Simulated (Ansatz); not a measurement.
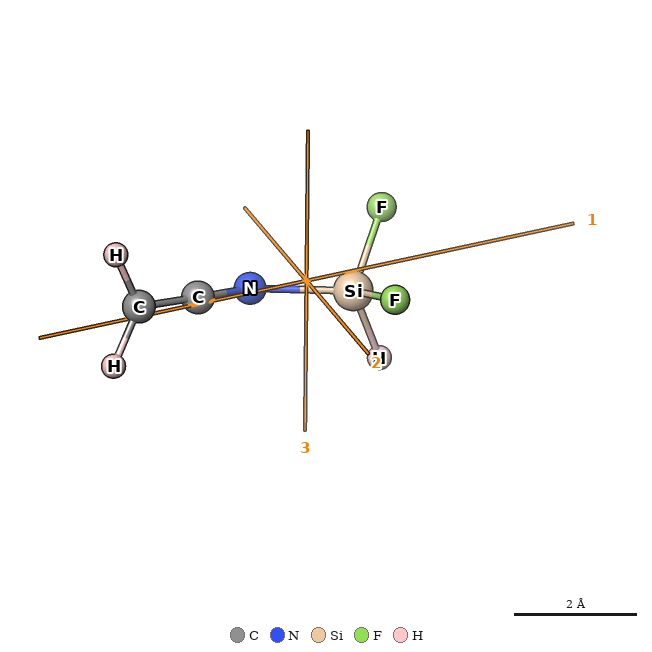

The three principal axes of inertia are drawn and numbered. Distant atoms are faded towards the background colour. The geometry was computed by an optimisation with PBE0-D4/def2-TZVP. No frequency run is at hand to confirm it as a minimum. Masses are those of the most abundant isotopes; constants are for the rigid equilibrium geometry.

> Which line is the a axis (least moment of inertia), which b and which c?

a is line 1, b is line 2, c is line 3; the moments are 80.8, 302, 349 u Å².

> What kind of rotor is it, and what are its rotational constants in GHz?

An asymmetric top (C1): A = 6.26, B = 1.67, C = 1.45 GHz. Ray's parameter κ is −0.91, close to the prolate limit.
